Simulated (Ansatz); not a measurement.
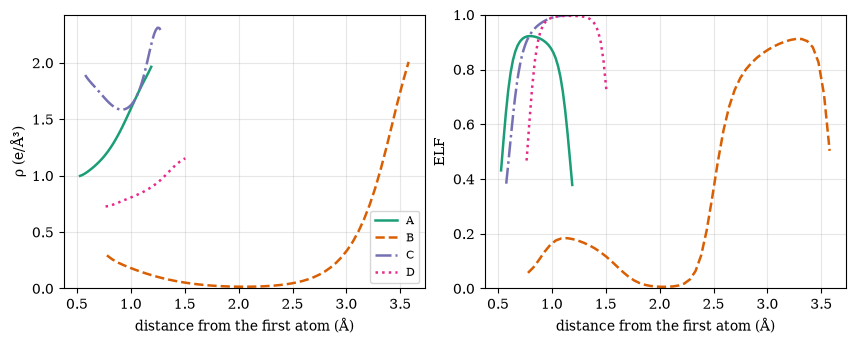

*BCl₂H₃Si···HCl. Total electron density and electron localisation function along straight lines between neighbouring atoms. The curves leave out the atomic cores.*

All numbers below come from Ansatz, RHF/def2-mTZVP.

```yaml
atoms:
  - { symbol: B, position_ang: [-0.0618, -0.6355, -0.6472] }
  - { symbol: Cl, position_ang: [0.7380, 0.3746, 3.1297] }
  - { symbol: Cl, position_ang: [1.3383, 0.1722, -1.3477] }
  - { symbol: Cl, position_ang: [-1.6243, 0.1779, -0.7555] }
  - { symbol: Si, position_ang: [0.0884, -2.4867, 0.1981] }
  - { symbol: H, position_ang: [-0.2926, -3.4812, -0.8258] }
  - { symbol: H, position_ang: [1.4648, -2.7527, 0.6471] }
  - { symbol: H, position_ang: [-0.8426, -2.5961, 1.3360] }
  - { symbol: H, position_ang: [-0.3142, 0.0193, 3.7669] }
```

Which curve belongs to which contact (B–Cl, Cl–H, Si–B and Si–Cl)? The first atom named is at distance zero.

Answer. Curve A: B–Cl (1.76 Å): ρ is about 1.4 e/Å³ halfway; the ELF peaks at about 0.90 between the atoms (a shared but strongly polarised pair). Curve B: Si5···Cl2 (4.15 Å): the density falls to about 0.02 e/Å³ on the way; the ELF dips to about 0 between them (a non-bonded, intermolecular contact). Curve C: Cl–H (1.28 Å): the density is about 1.8 e/Å³ at the midpoint; the ELF climbs to about 1 towards the hydrogen, as it does in any bond to H. Curve D: Si–B (2.04 Å): the density is about 0.81 e/Å³ at the midpoint; the ELF peaks at about 1 between the atoms: a covalent bond.
